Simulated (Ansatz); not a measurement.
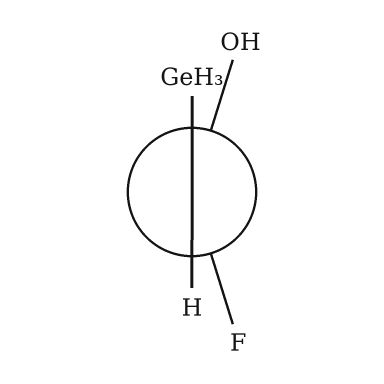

A Newman projection along the N–B bond, nitrogen in front; angles are drawn as computed, but eclipsed bonds slightly apart. The computed structure is the end point of a PBE0-D4/def2-TZVP optimisation. No frequency run is at hand to confirm it as a minimum.

Which molecule is it?

BFGeH5NO, OB(F)[NH][GeH3]

What is the torsion angle from the front GeH3 to the back F? The sign is positive where the front bond must turn clockwise to cover the back bond.

180°, antiperiplanar (anti).
